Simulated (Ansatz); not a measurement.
# HfO2 (111): surface energy and levels, part 2 of 2

Aim: for HfO2, compute energy, relaxation and work function or band edges of the (111) face.

Ansatz 0.2.0; DFT PBE, scalar-relativistic, plane waves, PAW. Earlier steps stand in the parts before.

### Step 5. Relaxing the (111) slab

The input, input.yaml:

```yaml
crystal:
  lattice:
    - [3.6045556798, 0.0, 0.0]
    - [-1.8022778399, 3.1216367881, 0.0]
    - [0.0, 0.0, 25.3008758592]
  atoms:
    - { symbol: O, position: [0.0, 0.0, 0.2964324256] }
    - { symbol: Hf, position: [0.6666666667, 0.3333333333, 0.3255135076] }
    - { symbol: O, position: [0.3333333333, 0.6666666667, 0.3545945897] }
    - { symbol: O, position: [0.6666666667, 0.3333333333, 0.4127567538] }
    - { symbol: Hf, position: [0.3333333333, 0.6666666667, 0.4418378359] }
    - { symbol: O, position: [0.0, 0.0, 0.4709189179] }
    - { symbol: O, position: [0.3333333333, 0.6666666667, 0.5290810821] }
    - { symbol: Hf, position: [0.0, 0.0, 0.5581621641] }
    - { symbol: O, position: [0.6666666667, 0.3333333333, 0.5872432462] }
    - { symbol: O, position: [0.0, 0.0, 0.6454054103] }
    - { symbol: Hf, position: [0.6666666667, 0.3333333333, 0.6744864924] }
    - { symbol: O, position: [0.3333333333, 0.6666666667, 0.7035675744] }
basis:
  ecutwfc: 420
kpoints:
  mp_grid: { grid: [9, 9, 1] }
hamiltonian:
  xc: pbe
scf:
  occupations: { method: gaussian, width: 0.05 }
output:
  forces: true
  eigenvalues: true
  write_density: true
  write_potential: true
  elf: true
  volumetric_format: npy
relax:
  adjacent_minimum: "off"
  f_tol: 0.02
  max_steps: 60
efield:
  axis: 3
  dipole_correction: true
  ramp_width: 0.04
```

The run is started by

```bash
> ansatz run input.yaml --threads 2 --pin off --max-ram 5120MiB --backend cpu --events-out ev --progress --plain --runs-dir out
```

Standard output:

```text
Warning: RAYON_NUM_THREADS=2 ignored (pool sized by the plan → 2); use --threads N
Engine: ansatz 0.2.0, aarch64-unknown-linux-gnu
Pseudopotentials: kind: paw
Pseudopotential: O, paw, valence charge 6, recommended cutoff 420 eV (normal), O.paw.azcp
Pseudopotential: Hf, paw, valence charge 26, recommended cutoff 420 eV (normal), Hf.paw.azcp
Functional definition: PBE
  parameter kappa = 0.804
  parameter beta = 0.06672455060314922
  exchange = pbe_x(kappa = kappa, mu = beta*pi^2/3)
  correlation = pbe_c(beta = beta)
Crystal: 12 atoms, lattice volume = 284.688 Å³
Basis set: ecut = 420 eV, 5509 PW (Γ), exchange–correlation on 50×50×360 points (8 copies of the dense FFT grid, shifted against one another)
Bands: 92, of which v1, the nominal top of the filled ones, is band 76 counted from 1 (75 counted from 0)
Symmetry: 6 space group operations
k-points: 12 of 81 (time reversal used)
Non-local potential: O, projectors of the file, l = 0: 2, l = 1: 2, l = 2: 1
Non-local potential: Hf, projectors of the file, l = 0: 3, l = 1: 2, l = 2: 2, l = 3: 3
PAW form: soft (Blöchl's): semilocal exchange-correlation on the pseudo side does not see the compensation charge
PAW one-centre angular grid: O, 110 points (default); XC on 64 Gauss nodes
PAW one-centre angular grid: Hf, 590 points (default); XC on 64 Gauss nodes
Initial density: superposition of atomic densities (neutral atoms: chi_scale 0, normalization atom), corrected by the library's trained network
Initial wavefunctions: pseudopotential atomic-orbital guess
Functional: x = pbe(κ = 0.804, μ = 0.2195149727645171), c = pbe(β = 0.06672455060314922)
SCF iter   1: F=—  HF=-67444.331682 eV  |F-HF|=—  |Δ(HF+E_count)|=         —  Δρ=2.88e-3  dr2=2.43e-2  ethr=1.77e-3  p=-0.000 e·Å  D=-9.15e-14 V/Å  ΔV_dip=0.00 eV  dr2_dipole=6.63e-10  V_vac-E_F(+/−)=4.30/4.30 eV  ⟨swp⟩=6.2  Hψ=4226  notcnv=0  defer=7
efield: sawtooth ramp at fractional position 0.9800 (placed from the atoms, in the widest stretch of the axis that holds none; the zero of the levels goes with the place), width 0.0400; the density the first Hamiltonian is built on has a dipole p = -0.000 e·Å; the dipole correction subtracts the counter field D = -9.15e-14 V/Å, which shifts the + side's vacuum level by +0.00 eV against the − side's; the planar-averaged density in the ramp window peaks in size at 4.5e-5 e/Å³
preconditioner: auto → Resta (q_TF=auto, 2.457 Å⁻¹)  ε∞=3.2  [insulator: Δε(μ)=4.125 eV  Ē_g=17.710 eV  σ=0.050 eV  W_gap=1.00  n_scr=84 (ndim 8)  ℏωp=26.4 eV  f_vac=0.514  D(μ)=0.00/eV (n_scr^D=0)  ε∞_Penn≈3.2  vacuum switching on, ρ_ref=2.3e-2 e/Å³]
SCF iter   2: F=—  HF=-67444.344010 eV  |F-HF|=—  |Δ(HF+E_count)|=   1.23e-2  Δρ=1.70e-3  dr2=4.94e-3  ethr=1.60e-5  p=-0.000 e·Å  D=-5.95e-6 V/Å  ΔV_dip=0.00 eV  dr2_dipole=8.50e-10  V_vac-E_F(+/−)=4.36/4.36 eV  ⟨swp⟩=3.0  Hψ=2409  notcnv=0  defer=95
SCF iter   3: F=—  HF=-67444.344212 eV  |F-HF|=—  |Δ(HF+E_count)|=   2.01e-4  Δρ=6.65e-4  dr2=9.43e-4  ethr=3.25e-6  p=-0.000 e·Å  D=-2.00e-6 V/Å  ΔV_dip=0.00 eV  dr2_dipole=3.01e-12  V_vac-E_F(+/−)=4.38/4.38 eV  ⟨swp⟩=2.0  Hψ=1651  notcnv=0  defer=95
SCF iter   4: F=—  HF=-67444.344846 eV  |F-HF|=—  |Δ(HF+E_count)|=   6.34e-4  Δρ=2.73e-4  dr2=1.68e-4  ethr=6.20e-7  p=-0.000 e·Å  D=-1.12e-6 V/Å  ΔV_dip=0.00 eV  dr2_dipole=1.93e-10  V_vac-E_F(+/−)=4.40/4.40 eV  ⟨swp⟩=2.0  Hψ=1869  notcnv=0  defer=95
SCF iter   5: F=—  HF=-67444.344885 eV  |F-HF|=—  |Δ(HF+E_count)|=   3.87e-5  Δρ=9.71e-5  dr2=2.64e-5  ethr=1.10e-7  p=0.000 e·Å  D=1.28e-6 V/Å  ΔV_dip=-0.00 eV  dr2_dipole=7.15e-11  V_vac-E_F(+/−)=4.40/4.40 eV  ⟨swp⟩=2.3  Hψ=1736  notcnv=0  defer=95
iter 6 did not close the SCF: its close was put off until two iterations running show no level that it waits for move by more than its bar (scf_convergence_deferred on its scf_iter line)
SCF iter   6: F=-67444.344897 eV  HF=-67444.344894 eV  |F-HF|=3.00e-6  |Δ(HF+E_count)|=   9.19e-6  Δρ=3.65e-5  dr2=3.72e-6  ethr=6.58e-9  p=-0.000 e·Å  D=-3.08e-7 V/Å  ΔV_dip=0.00 eV  dr2_dipole=9.67e-12  V_vac-E_F(+/−)=4.40/4.40 eV  ⟨swp⟩=20.6  Hψ=13223  notcnv=0
iter 7 did not close the SCF: its close was put off until two iterations running show no level that it waits for move by more than its bar (scf_convergence_deferred on its scf_iter line)
SCF iter   7: F=-67444.344898 eV  HF=-67444.344898 eV  |F-HF|=6.84e-9  |Δ(HF+E_count)|=   3.77e-6  Δρ=1.43e-5  dr2=5.95e-7  ethr=2.45e-9  p=0.000 e·Å  D=3.58e-7 V/Å  ΔV_dip=-0.00 eV  dr2_dipole=7.49e-12  V_vac-E_F(+/−)=4.39/4.39 eV  ⟨swp⟩=13.1  Hψ=10545  notcnv=0
SCF iter   8: F=-67444.344898 eV  HF=-67444.344898 eV  |F-HF|=4.93e-8  |Δ(HF+E_count)|=   4.38e-7  Δρ=4.41e-6  dr2=4.88e-8  ethr=3.92e-10  p=-0.000 e·Å  D=-5.12e-8 V/Å  ΔV_dip=0.00 eV  dr2_dipole=3.26e-13  V_vac-E_F(+/−)=4.39/4.39 eV  ⟨swp⟩=12.1  Hψ=10026  notcnv=0
SCF 1 converged in 8 iterations: F = -67444.344898 eV  dr2 = 4.88e-8
relax step   1: F+E_penalty+E_count = -67444.34489806 eV  Δ(F+E_penalty+E_count) = +0.000e0 eV  max|allowed force component| = 9.235e-1 eV/Å  Δτ_max = 0.0000 Å  (8 SCF iters, dr2 threshold 1.00e-5 eV, accepted)
[... 12 lines left out ...]
relax step   2: F+E_penalty+E_count = -67444.39257288 eV  Δ(F+E_penalty+E_count) = -4.767e-2 eV  max|allowed force component| = 4.491e-1 eV/Å  Δτ_max = 0.0639 Å  (6 SCF iters, dr2 threshold 5.33e-5 eV, accepted)
[... 8 lines left out ...]
relax step   3: F+E_penalty+E_count = -67444.41541538 eV  Δ(F+E_penalty+E_count) = -2.284e-2 eV  max|allowed force component| = 1.279e-1 eV/Å  Δτ_max = 0.0387 Å  (5 SCF iters, dr2 threshold 1.26e-5 eV, accepted)
[... 9 lines left out ...]
relax step   4: F+E_penalty+E_count = -67444.41996933 eV  Δ(F+E_penalty+E_count) = -4.554e-3 eV  max|allowed force component| = 2.270e-2 eV/Å  Δτ_max = 0.0165 Å  (6 SCF iters, dr2 threshold 1.33e-6 eV, accepted)
[... 8 lines left out ...]
relax step   5: F+E_penalty+E_count = -67444.42000399 eV  Δ(F+E_penalty+E_count) = -3.466e-5 eV  max|allowed force component| = 7.656e-3 eV/Å  Δτ_max = 0.0017 Å  (5 SCF iters, accepted)
WARN: The output density's exchange-correlation potential varies sharply where the density is thin. Do not read a vacuum level from v_tot or v_xc, or from such a field of the output density. On a cell that repeats whose density bears no net charge and no dipole along the vacuum's axis use v_es (v_loc + v_h of the components); under efield.dipole_correction with no amplitude use v_es + v_field, which holds any external_charges[].barrier, or the levels of the report's work_function block, which leave it out; under a non-zero efield.amplitude the vacuum is tilted and has no level; on a cell that repeats and bears such a dipole with no correction it is tilted too, and efield.dipole_correction with no amplitude gives each side of its ramp a level where efield: is served; in a cell that repeats whose density bears a net charge (total_charge, or a fill off its count) it is curved and has none; of a slab under crystal.periodic whose density bears no net charge use v_es, which has a level on each side, short of where the two are joined; of another it falls or rises all the way out and has none; of a slab beside external_charges read slab_vacuum_level instead, which it has where they leave it neutral. The grid or the basis barely resolves most such structure, and the values can differ between equally converged runs; as a rule a tighter scf.convergence.dr2_threshold does not remove it. Where the density itself ripples (under the LDA too) a higher basis.ecutwfc lessens it. The files hold the spikes' plane waves up to the density's cutoff. Files: v_tot_of_output_density and the like, and their columns of v_z.tsv (output.write_potential); v_xc_of_output_density and the like, and their columns of v_comp_z.tsv (output.write_potential_components). Measured: with its Gaussian average of σ = 0.25 Å subtracted twice, the exchange-correlation potential is over 0.1 eV at 181 of the grid points where the equally averaged density (valence and model cores) is under 1e-3 e/Å³, and 0.282 eV at the most among them, at an averaged density of 7.5e-7 e/Å³. The input density's (outcome.potential() and, of a run that writes arrays, v_tot and v_xc) is over 0.1 eV, so measured, at 74 points of its own thin density, 0.260 eV at the most. See output.write_potential in the manual, Limitations
SCF converged after 5 iterations
Free energy (F): -67444.420004 eV
Harris-Foulkes:  -67444.420004 eV  (|F-HF|=3.36e-8)
Internal energy: -67444.420004 eV  (E = F + TS)
E sigma→0 (E₀):  -67444.420004 eV
Fermi energy:    5.605691 eV
Dipole field:    D = -0.000000 V/Å  (p = -0.000000 e·Å, saw-weighted, corrected)
Work function:   Φ+ = 4.8055 eV   Φ− = 4.8055 eV
Levels:          The Fermi level and band energies are counted from a zero that moves with the ramp; work functions are not
--- Per-component energies (eV) ---
  E_band       = -1650.822684
  E_kinetic    = 3073.086320
  E_local      = -256698.414107  (includes V_loc(G=0)·N_el)
  E_nonlocal   = -4590.828108
  E_hartree    = 126476.697915
  E_xc         = -1786.930189
  E_vxc        = -1813.658459  (∫ρ·V_xc dr)
  E_paw        = -28967.934251  (= ΣΔE_a)
  E_vpaw       = 5425.604796  (= ΣTr[D̂ρ^β])
  E_aug_tail   = 0.019892  (compensation charges beyond the density's cutoff)
  E_efield     = 0.000000  (sawtooth field / dipole correction)
  E_vefield    = -0.000000  (∫n·V_field dr)
  E_ewald      = 95049.882523
  E_smearing   = -0.000000  (= −TS)
  E_closure    = -0.000000  (closes the sum)
  Σ components = -67444.420004   (vs F -67444.420004, Δ=0.00e0)
--- Forces (eV/Å), atoms counted from 1 ---
  atom   1  O      0.00000000    -0.00000000     0.00060334
  atom   2  Hf     0.00000000    -0.00000000     0.00749433
  atom   3  O      0.00000000    -0.00000000    -0.00765641
  atom   4  O     -0.00000000     0.00000000    -0.00051918
  atom   5  Hf     0.00000000     0.00000000    -0.00351400
  atom   6  O      0.00000000    -0.00000000     0.00289991
  atom   7  O      0.00000000     0.00000000    -0.00290706
  atom   8  Hf    -0.00000000    -0.00000000     0.00352248
  atom   9  O      0.00000000    -0.00000000     0.00051899
  atom  10  O     -0.00000000     0.00000000     0.00765178
  atom  11  Hf     0.00000000     0.00000000    -0.00749103
  atom  12  O      0.00000000     0.00000000    -0.00060318
  max |Σ_I F_I| component: 2.67e-8 eV/Å
--- Band table (eV; the first three rows and the last of 12) ---
  k-point 0: bands = ["-57.4528", "-57.4469", "-57.3527", "-57.3526", "-26.3603", "-26.2552", "-26.0901", "-26.0347", "-26.0347", "-26.0128", "-26.0128", "-26.0023", "-25.8237", "-25.8237", "-25.8236", "-25.8236", "-14.8771", "-14.3937", "-13.6563", "-13.6006", "-12.8246", "-12.4978", "-11.7998", "-11.7925", "-7.3455", "-7.3455", "-7.3424", "-7.3405", "-7.3405", "-7.3226", "-7.3042", "-7.3042", "-7.2950", "-7.2950", "-7.2925", "-7.2920", "-7.2888", "-7.2795", "-7.2664", "-7.2664", "-7.2661", "-7.2661", "-7.2499", "-7.2499", "-7.2489", "-7.2489", "-7.2365", "-7.1810", "-7.1768", "-7.1768", "-7.0896", "-7.0644", "-1.5303", "-1.5303", "-1.3299", "-1.1292", "-1.1292", "-0.4584", "-0.4113", "-0.4113", "-0.3432", "-0.3432", "0.5439", "0.8168", "1.4716", "1.9330", "1.9330", "2.2372", "2.4058", "2.4058", "2.5416", "2.7812", "3.0716", "3.0716", "3.1933", "3.1933", "7.6813", "7.6813", "8.0510", "8.0510", "8.2961", "8.2961", "8.3208", "8.3208", "8.5170", "8.6917", "10.0022", "10.3996", "10.5707", "10.8067", "10.9612", "11.1211"]
[... 3 lines left out ...]
--- Relaxed structure (5 steps of the walk, 5 accepted, 0 SCFs on fresh bases) ---
  F+E_penalty+E_count = -67444.42000399 eV   max|allowed force component| = 7.656e-3 eV/Å
  atoms:
    - { symbol: O, position: [-2.100038227423443e-19, 2.887764050757266e-30, 0.29602819944337955] }
    - { symbol: Hf, position: [0.6666666666666666, 0.33333333333333326, 0.32724667384199635] }
    - { symbol: O, position: [0.33333333333333326, 0.6666666666666665, 0.3563321496006804] }
    - { symbol: O, position: [0.6666666666666666, 0.33333333333333326, 0.4120088618137477] }
    - { symbol: Hf, position: [0.33333333333333326, 0.6666666666666665, 0.4413921392230381] }
    - { symbol: O, position: [-2.853516032567655e-19, -1.7631390742322224e-31, 0.47036965846099466] }
    - { symbol: O, position: [0.33333333333333326, 0.6666666666666665, 0.5296303556918709] }
    - { symbol: Hf, position: [2.3154686021085273e-19, -3.9430699669454716e-32, 0.5586078574028991] }
    - { symbol: O, position: [0.6666666666666666, 0.33333333333333326, 0.5879911348097762] }
    - { symbol: O, position: [-9.026959959456687e-19, 2.3433571583808034e-31, 0.6436678546294977] }
    - { symbol: Hf, position: [0.6666666666666666, 0.33333333333333326, 0.6727533204391324] }
    - { symbol: O, position: [0.33333333333333326, 0.6666666666666665, 0.7039717946429865] }
```

Wall time 2.4 min (2 threads of Arm Neoverse V1, shared host); peak memory 0.78 GiB.

Step by step:

```csv
step,E - E(step 1) (eV/cell),largest force component (eV/Å)
1,0.0000,0.9235
2,-0.0477,0.4491
3,-0.0705,0.1279
4,-0.0751,0.0227
5,-0.0751,0.0077
```

Step 1 is the start.

From the log: gap on the mesh 4.05 eV; ionisation potential 6.83 eV; electron affinity 2.78 eV.

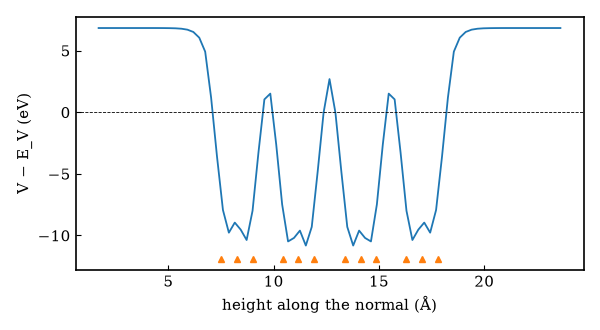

Plane-averaged electrostatic potential energy of an electron across the slab, counted from the valence-band top; triangles mark the atomic planes. The flat parts are the vacuum levels.

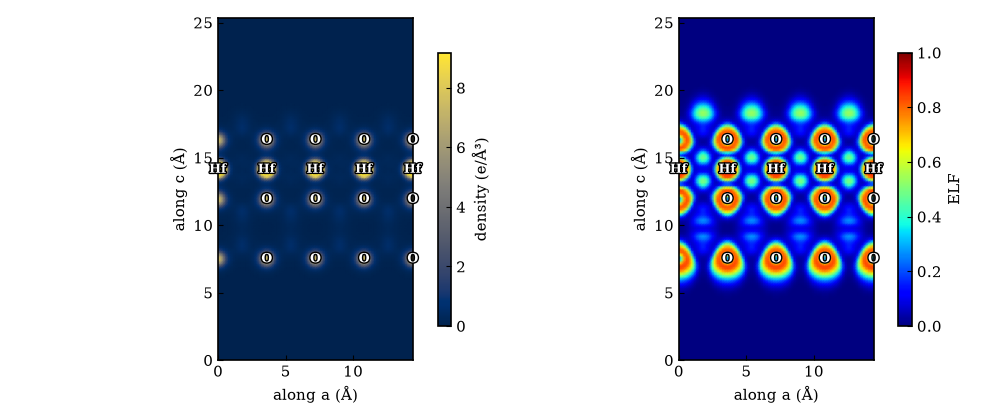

Density (left) and ELF (right) in a lattice plane of the grid's cell (edges 3.60 and 25.30 Å, at 0.000 of the third edge), which holds O and Hf. Only atoms in the plane are labelled; the density scale stops at 9.18 e/Å³. Both are smooth fields of the valence electrons: close to the nuclei they are not physical.

Maxima of ELF outside the ion cores: 0.84 in the shell around O, 0.7 Å from O.

### Step 6. What the (111) slab gives

The surface energy is (E_slab − N·E_bulk) / 2A, with N = 12 atoms and A = 11.25 Å².

|  | as cut | relaxed |
| --- | --- | --- |
| surface energy, mean of both faces | 0.92 J/m² | 0.87 J/m² |
| gap of the slab on the mesh | 4.07 eV | 4.05 eV |
| bulk valence top under the vacuum level | 6.39 eV | 6.71 eV |
| bulk conduction bottom under the vacuum level | 2.64 eV | 2.96 eV |
| dipole along +c (e·Å/cell) | 0.000 | 0.000 |

The bulk's band edges are placed through the mean potential in the slab's middle.

How the layers moved (bottom to top):

```
plane  atoms  spacing to the next, as cut (Å)  relaxed (Å)  change (%)  rumpling (Å)
    1      O                            0.736        0.790        +7.3         0.000
    2     Hf                            0.736        0.736         0.0         0.000
    3      O                            1.472        1.409        -4.3         0.000
    4      O                            0.736        0.743        +1.0         0.000
    5     Hf                            0.736        0.733        -0.4         0.000
    6      O                            1.472        1.499        +1.9         0.000
    7      O                            0.736        0.733        -0.4         0.000
    8     Hf                            0.736        0.743        +1.0         0.000
    9      O                            1.472        1.409        -4.3         0.000
   10      O                            0.736        0.736         0.0         0.000
   11     Hf                            0.736        0.790        +7.3         0.000
   12      O                                                                   0.000
```

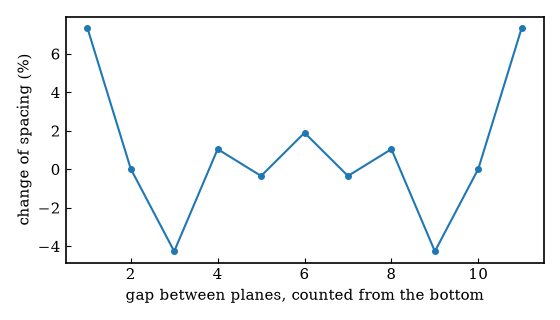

Change of each interlayer spacing on relaxation.

### Step 7. What came out

What follows sums up all 2 parts.

| quantity | value |
| --- | --- |
| surface energy, (111), cut with O on top | 0.87 J/m² |
| bulk valence top under the vacuum level, (111), cut with O on top | 6.71 eV |

In words: The outermost spacing of (111) expands by 7.3 %, and relaxation gains 0.053 J/m² a face. These runs have no spin-orbit coupling; with Hf it would split and shift bands.
